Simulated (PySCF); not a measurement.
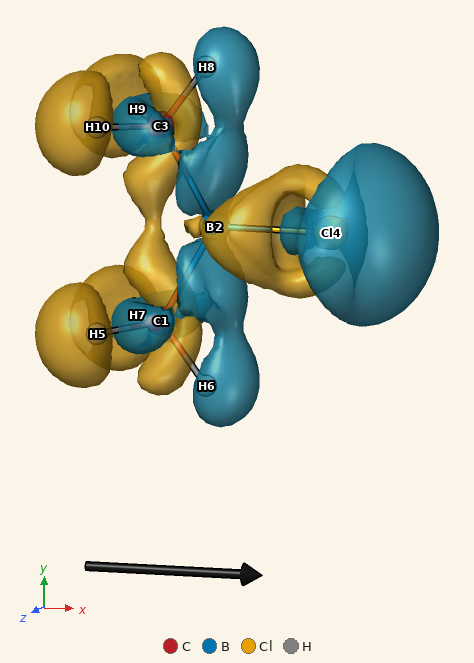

*C$_{2}$H$_{6}$BCl, SMILES `CB(C)Cl`. Change of the electron density in a uniform field of 0.21 V/Å along +x (arrow), surfaces at ±0.0015 e/Å³ (yellow: gain, teal: loss).*

Method: PBE/def2-TZVP; geometry: GFN2-xTB; program: PySCF. No frequency check shows the geometry to be a minimum. A basis without diffuse functions makes polarisabilities too small. GFN2-xTB bond lengths at metals and heavier atoms can be off by up to 0.1 Å and shapes distorted, which carries into these values.

Q: What dipole is induced, and what polarisability does it imply?

A: The induced dipole is 0.62 D (along the field); α along this axis, from the fields in both directions, is 61 bohr³ (9.0 Å³).

Q: Which atoms gain and lose the most charge?

A: Electrons gather most on H5, H7, H9 and H10 alike (Hirshfeld charge changes by −0.006 e) and leave Cl4 most (+0.022 e); 0.054 electrons are displaced in all.

Cost of the run: 56 s on 1 thread of Arm Neoverse V1, with other jobs on the host, peak memory 0.61 GiB.
